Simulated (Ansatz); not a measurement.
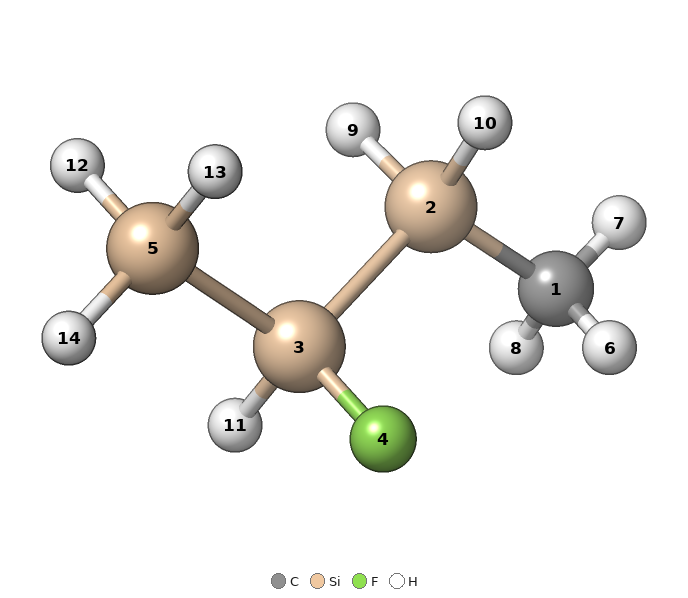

The atoms are numbered. The geometry was computed by an optimisation with PBE-D4/def2-SVP. No frequency run is at hand to confirm it as a minimum.

### What is the geometry at Si2?

Si2 has 4 neighbours (C1 at 1.89, Si3 at 2.36, H9 at 1.51, H10 at 1.51 Å); the arrangement is tetrahedral.

### How are the neighbours of atom 3 arranged?

Si3 has 4 neighbours (Si2 at 2.36, F4 at 1.66, Si5 at 2.36, H11 at 1.51 Å); the arrangement is tetrahedral.

### What is the geometry at Si5?

Si5 has 4 neighbours (Si3 at 2.36, H12 at 1.51, H13 at 1.51, H14 at 1.51 Å); the arrangement is tetrahedral.

### Describe the coordination of atom 1.

C1 has 4 neighbours (Si2 at 1.89, H6 at 1.11, H7 at 1.11, H8 at 1.11 Å); the arrangement is tetrahedral.

### What is the dihedral angle C1–Si2–Si3–F4?

54° in size, that is gauche.
